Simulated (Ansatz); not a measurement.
# C2H5AlS: the cost of one run

Program: Ansatz 0.2.0. Level of theory: RKS PBE0-D4/def2-SVP. These are calculated values, not measurements.

## Step 1: The starting structure

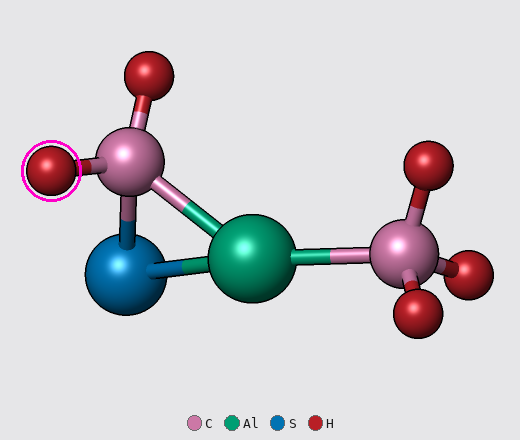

Start, viewed from a chosen angle; carbon pink, aluminium teal, sulfur blue, hydrogen red. Ringed: H8.

Structure file:

```xyz
9

C    -0.3241    1.4983   -0.9009
Al    0.4566   -0.1493   -0.2695
C     0.2952   -1.4580    1.1362
S     0.6660   -2.4466   -0.3436
H    -0.9742    1.3274   -1.8374
H    -1.0280    1.9729   -0.1203
H     0.4490    2.2796   -1.1534
H     1.2262   -1.4885    1.8430
H    -0.6783   -1.5821    1.6289
```

## Step 2: Relaxing end A

The input, input.yaml:

```yaml
crystal:
  periodic: [false, false, false]
  atoms:
    - { symbol: C, position_ang: [-0.3241, 1.4983, -0.9009] }
    - { symbol: Al, position_ang: [0.4566, -0.1493, -0.2695] }
    - { symbol: C, position_ang: [0.2952, -1.458, 1.1362] }
    - { symbol: S, position_ang: [0.666, -2.4466, -0.3436] }
    - { symbol: H, position_ang: [-0.9742, 1.3274, -1.8374] }
    - { symbol: H, position_ang: [-1.028, 1.9729, -0.1203] }
    - { symbol: H, position_ang: [0.449, 2.2796, -1.1534] }
    - { symbol: H, position_ang: [1.2262, -1.4885, 1.843] }
    - { symbol: H, position_ang: [-0.6783, -1.5821, 1.6289] }
basis:
  gaussian: { orbitals: def2-SVP }
hamiltonian:
  xc: pbe0
  dispersion: d4
relax:
  f_tol: 0.02
  max_steps: 50
output:
  orbitals: {}
```

On the command line:

```sh
$ ansatz run input.yaml --threads 2 --pin off --max-ram 3072MiB --backend cpu --events-out ev --progress --plain --runs-dir out
```

**Question.** How long does this run take on 2 threads of Intel Xeon Platinum 8488C (Sapphire Rapids), shared host, and how much memory does it need?

About 24 s, with a peak of 0.2 GiB.
